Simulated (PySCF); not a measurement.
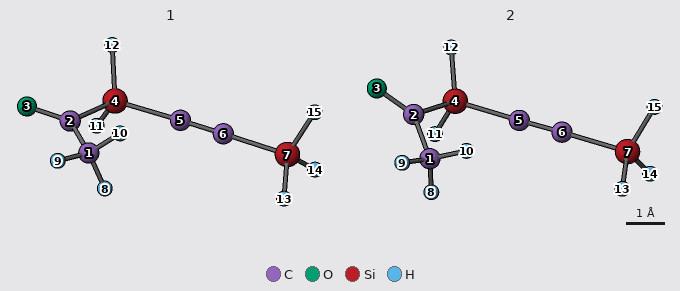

Two geometries of C$_{4}$H$_{8}$OSi$_{2}$, drawn at one scale. One is the start of a relaxation, the other its converged end. A ball-and-stick model, seen from a free direction.

Method: PBE0-D3(BJ)/def2-SVP geometry optimisation, gas phase (PySCF). 

Q: Which of the two is the end point?

A: Structure 1 is the relaxed one. The start comes from GFN2-xTB. Its atoms were then displaced at random by about 0.01 Å. The atom that moves furthest after the best rigid fit is O3 (0.70 Å). By element the largest moves are O 0.70 Å, H 0.57 Å, C 0.22 Å, Si 0.11 Å. Near-neighbour distances that change, for instance: Si7–H14 1.446 → 1.491 Å, C1–H10 1.066 → 1.102 Å, C6–Si7 1.866 → 1.836 Å, Si4–H12 1.461 → 1.489 Å. Among the angles between lasting bonds that change: C2–Si4–C5 106.0° → 111.3°, O3–C2–Si4 120.6° → 115.7°, C1–C2–Si4 116.6° → 121.2°. Groups turn about C2–Si4 by about 25°. After 18 geometry steps the energy has fallen by 18.2 kJ/mol. Cost: 120 s on 1 thread of AMD EPYC 9R14 (shared host).
